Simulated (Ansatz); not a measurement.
# [BH3]− (SMILES [BH3-]): U-r2SCAN0/6-31G(d) (spherical functions)

What is the energy change on altering one bond length of [BH3]− at U-r2SCAN0/6-31G* (spherical functions)? 

The calculation is run with Ansatz 0.2.0.

2 further runs of the same task are left out: 2 set aside as unsound or not needed.

### Step 1. The structure to begin with

The species is [BH3]− (4 atoms), meant as a doublet with charge -1. As SMILES, `[BH3-]`. Geometry: relaxed at GFN2-xTB.

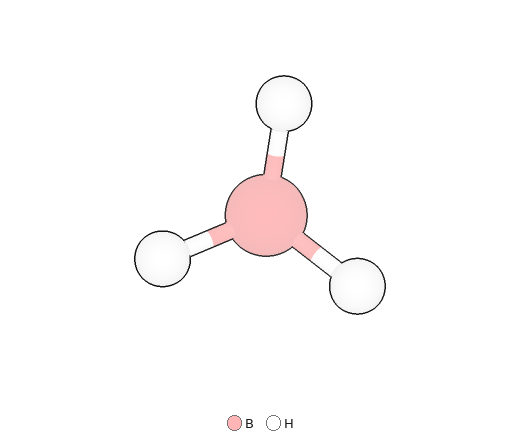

Viewed from a chosen angle; boron pink, hydrogen white.

### Step 2. The energy at U-r2SCAN0/6-31G(d) (spherical functions)

The input, input.yaml:

```yaml
crystal:
  periodic: [false, false, false]
  atoms:
    - symbol: B
      position_ang: [0.150430, -0.037330, -0.233800]
    - symbol: H
      position_ang: [0.917080, 0.452560, 0.628490]
    - symbol: H
      position_ang: [-0.279230, -1.161080, 0.118390]
    - symbol: H
      position_ang: [-0.788270, 0.745860, -0.513080]
basis:
  gaussian:
    orbitals: 6-31G_st_-spherical.json
total_charge: -1
magnetization:
  spin_polarized: true
  initial_magnetization: 1
hamiltonian:
  xc: {name: r2SCAN0}
accuracy: high
```

The basis set 6-31G* is read from a file made from the Basis Set Exchange's data (not shown).

Run with:

```console
ansatz run input.yaml --threads 1 --pin off --max-ram 2610MiB --events-out events.jsonl --progress --plain --runs-dir runs
```

Standard output:

```text
Warning: RAYON_NUM_THREADS=1 ignored (pool sized by the plan → 1); use --threads N
Functional definition: r2SCAN0
  name "r2SCAN0"
  parameter a = 0.25
  parameter k0 = 0.174
  parameter k1 = 0.065
  parameter a1 = 4.9479
  exchange = (1 - a)*r2scan_x(k0 = k0, k1 = k1, a1 = a1) + a*exact_x
  correlation = r2scan_c
417 factors; integrals over basis functions are off by at most 3.9e-9 eV
mean field evaluation 1: about -722.2625 eV, gradient 3.5e0 eV
mean field evaluation 2: about -722.3910 eV, gradient 7.2e-1 eV
mean field evaluation 4: about -722.3947 eV, gradient 2.9e-1 eV
mean field evaluation 8: about -722.3959 eV, gradient 5.4e-3 eV
mean field evaluation 16: about -722.3959 eV, gradient 2.5e-7 eV
mean field -722.39586544 eV, -26.5475583974 hartree, gradient 1.2e-8 eV, S^2 0.755126; 0 other end points of the search recorded, 0 dependent functions left out
reference -722.39586612 eV, -26.5475584225 hartree; 5, 4 occupied and 15, 16 virtual orbitals, 417 factors
Total energy: -722.39586612 eV, -26.5475584225 hartree
```

Wall time 2.2 s (1 thread of Arm Neoverse V1, shared host); peak memory 0.15 GiB.

### Step 3. The distorted shape, same level

The input, input.yaml:

```yaml
crystal:
  periodic: [false, false, false]
  atoms:
    - symbol: B
      position_ang: [0.257854, 0.243631, -0.321855]
    - symbol: H
      position_ang: [1.024504, 0.733521, 0.540435]
    - symbol: H
      position_ang: [-0.279230, -1.161080, 0.118390]
    - symbol: H
      position_ang: [-0.680846, 1.026821, -0.601135]
basis:
  gaussian:
    orbitals: 6-31G_st_-spherical.json
accuracy: high
hamiltonian:
  xc: {name: r2SCAN0}
total_charge: -1
magnetization:
  spin_polarized: true
  initial_magnetization: 1
```

The basis set 6-31G* is read from a file made from the Basis Set Exchange's data (not shown).

Run with:

```console
ansatz run input.yaml --threads 1 --pin off --max-ram 2610MiB --events-out events.jsonl --progress --plain --runs-dir runs
```

Standard output:

```text
Warning: RAYON_NUM_THREADS=1 ignored (pool sized by the plan → 1); use --threads N
Functional definition: r2SCAN0
  name "r2SCAN0"
  parameter a = 0.25
  parameter k0 = 0.174
  parameter k1 = 0.065
  parameter a1 = 4.9479
  exchange = (1 - a)*r2scan_x(k0 = k0, k1 = k1, a1 = a1) + a*exact_x
  correlation = r2scan_c
417 factors; integrals over basis functions are off by at most 2.7e-9 eV
mean field evaluation 1: about -721.5781 eV, gradient 4.1e0 eV
mean field evaluation 2: about -721.7437 eV, gradient 1.7e0 eV
mean field evaluation 4: about -721.7725 eV, gradient 1.6e-1 eV
mean field evaluation 8: about -721.7696 eV, gradient 6.2e-3 eV
mean field evaluation 16: about -721.7696 eV, gradient 3.2e-6 eV
mean field -721.76963154 eV, -26.5245447259 hartree, gradient 2.8e-8 eV, S^2 0.755912; 0 other end points of the search recorded, 0 dependent functions left out
reference -721.76963224 eV, -26.5245447517 hartree; 5, 4 occupied and 15, 16 virtual orbitals, 417 factors
Total energy: -721.76963224 eV, -26.5245447517 hartree
```

Wall time 2.2 s (1 thread of Arm Neoverse V1, shared host); peak memory 0.15 GiB.

### Step 4. Outcome

At U-r2SCAN0/6-31G* (spherical functions):

```
                                                         quantity         value
                                        first shape: total energy  -26.54756 Eh
                                                first shape: ⟨S²⟩         0.755
                                    distorted shape: total energy  -26.52454 Eh
                                            distorted shape: ⟨S²⟩         0.756
energy change with the B1–H3 bond stretched from 1.254 to 1.567 Å      0.626 eV
```

**Reading.** With the B1–H3 bond stretched from 1.254 to 1.567 Å the energy rises by 0.63 eV (60.4 kJ/mol). The first shape isn't relaxed at this level, so the change isn't measured from a minimum.
